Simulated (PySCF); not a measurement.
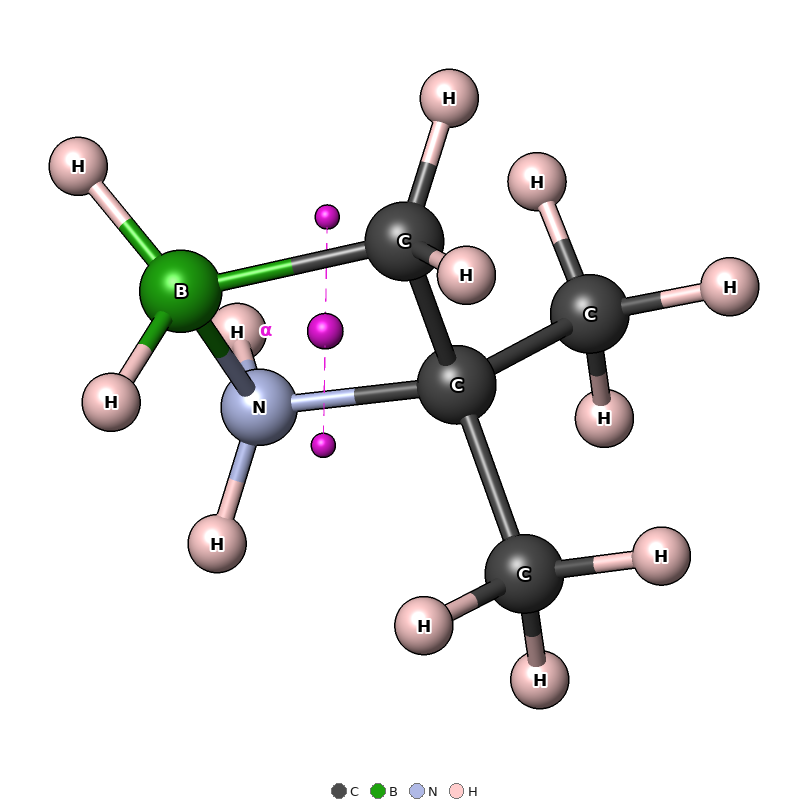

The small points mark where nucleus-independent chemical shifts (NICS) were computed: at the centre of each lettered ring and 1 Å above and below it. The computed structure is the end point of a GFN2-xTB optimisation. No frequency run is at hand to confirm it as a minimum. Level of theory: GIAO PBE0/pcSseg-1 NMR shielding, non-relativistic, gas phase (PySCF 2.14.0).

Give NICS(0), NICS(1) and the out-of-plane component NICS(1)zz for each ring (means of the two sides).

| ring | members | NICS(0) | NICS(1) | NICS(1)zz |
| --- | --- | --- | --- | --- |
| α | C2BN | −2.9 | −0.4 | 2.7 |

Values in ppm.

The geometry is semi-empirical. Around B such bond lengths and angles can be off by a tenth of an ångström or more and by several degrees, and values that hang on the shape move with them.
